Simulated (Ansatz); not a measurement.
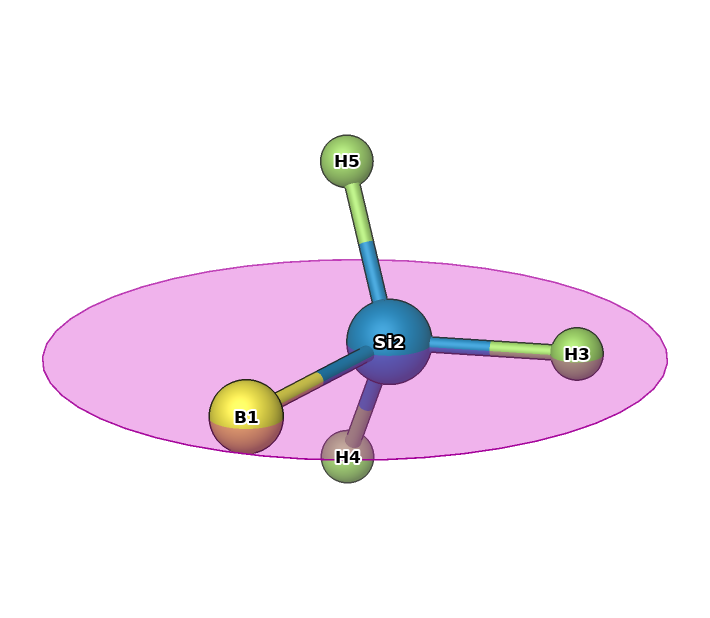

A disc through the centre of mass is drawn in. Distant atoms are faded towards the background colour. The computed structure is the end point of a PBE0-D4/def2-TZVP optimisation. No frequency run is at hand to confirm it as a minimum.

> Is the plane of the disc a mirror plane of the structure?

Yes. The reflection leaves B1, Si2, H3 in place and moves H4 ↔ H5. The point group is C3v.
